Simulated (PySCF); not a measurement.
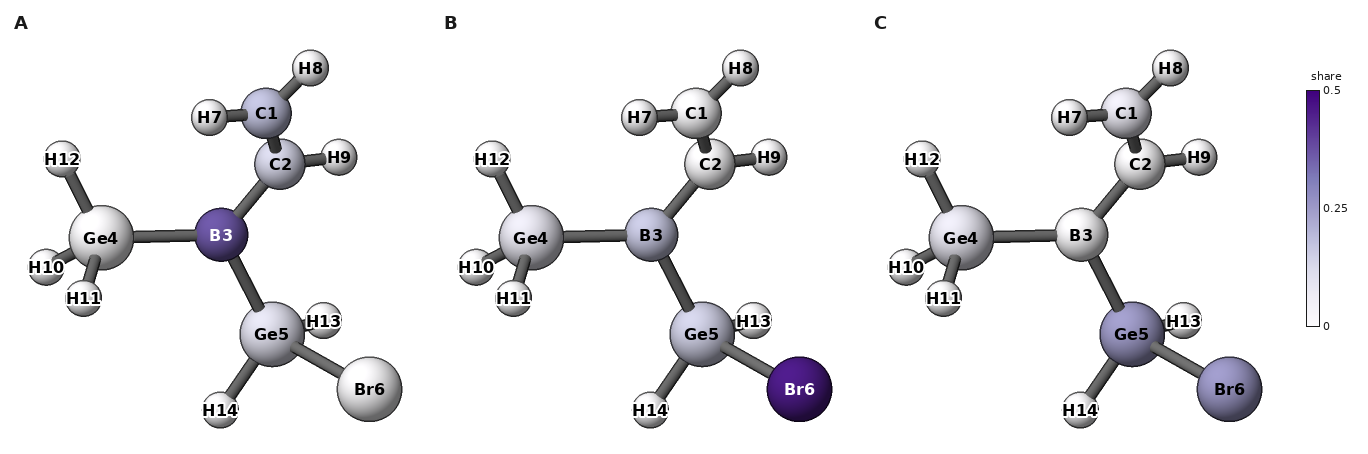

Each panel colours the atoms by their Löwdin share in one orbital (up to four of the largest shares; other atoms are shown as zero). Computed geometry: GFN2-xTB optimisation. No frequency run is at hand to confirm it as a minimum. Level of theory: CAM-B3LYP/def2-SVPD (PySCF 2.14.0).

The panels show the HOMO, LUMO, LUMO+1, in some order. Which is which?

Answer. A: LUMO, −2.15 eV; B3 0.36, C1 0.17, C2 0.13, Ge5 0.10
B: HOMO, −8.92 eV; Br6 0.46, B3 0.16, Ge5 0.14, Ge4 0.08
C: LUMO+1, 0.53 eV; Br6 0.25, Ge5 0.24, Ge4 0.08, C1 0.07

The geometry is semi-empirical. Around B, Br, Ge such bond lengths and angles can be off by a tenth of an ångström or more and by several degrees, and values that hang on the shape move with them.
